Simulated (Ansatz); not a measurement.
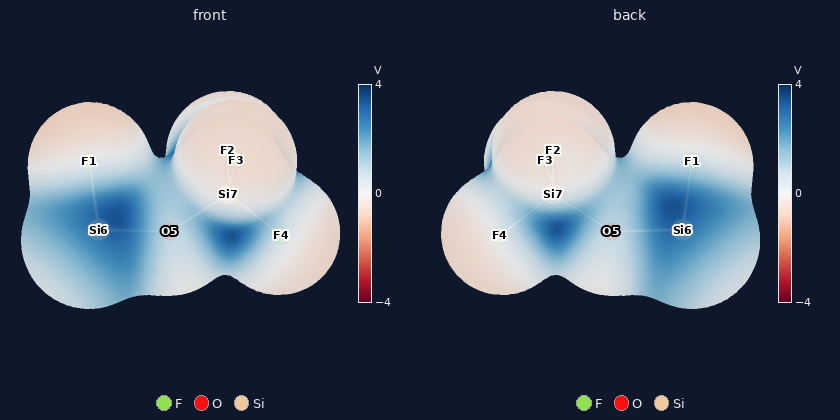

Figure. F4OSi2 (SMILES F[Si]O[Si](F)(F)F). The molecular electrostatic potential painted on the density surface at 0.004 e/bohr³, seen from the front and from behind; red is negative and blue positive.

Geometry: r2SCAN-D4/def2-SVP.

Theory: isolated molecule in a Gaussian basis; Kohn-Sham density functional theory, functional PBE0 in Ansatz 0.2.0.

```xyz
7

F    -3.7596    1.4120   -0.4934
F    -0.4870    0.3914   -1.6249
F    -0.7160    0.0974    0.9391
F    -0.2345   -1.9502   -0.5615
O    -2.6254   -0.8445   -0.6485
Si   -4.1571   -0.1625   -0.7090
Si   -1.0287   -0.5713   -0.4746
```

> Describe the electrostatic potential map.

The most negative region (about −0.7 V, or −16 kcal/mol for a unit charge) lies over F1, the most positive (about +3.4 V, or +78 kcal/mol for a unit charge) over Si6 and Si7.
